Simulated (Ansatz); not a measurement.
Response to strain in NiSi2

Take NiSi2 (space group Fm-3m, No. 225; a = 5.3870 Å; non-magnetic) as the base.

Strains are applied to the cell and any free atomic positions relax.

Level of theory: r2SCAN (Ansatz, a first-principles code, PAW, no spin-orbit coupling).

Notes on the quantities. energy relative to the base: free energy F.

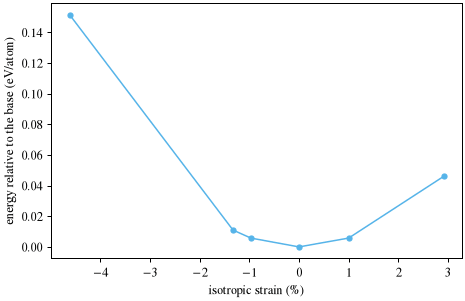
Figure. Energy relative to the base against isotropic strain

```
isotropic strain (%)  energy relative to the base
--------------------  ---------------------------
-4.62                               +151 meV/atom
-1.33                                +11 meV/atom
-0.97                               +5.8 meV/atom
1                                   +5.8 meV/atom
2.91                                 +46 meV/atom
```

Whether these cells are dynamically stable was not tested. Seeded moments were not kept for the base. All final runs are without spin polarisation.
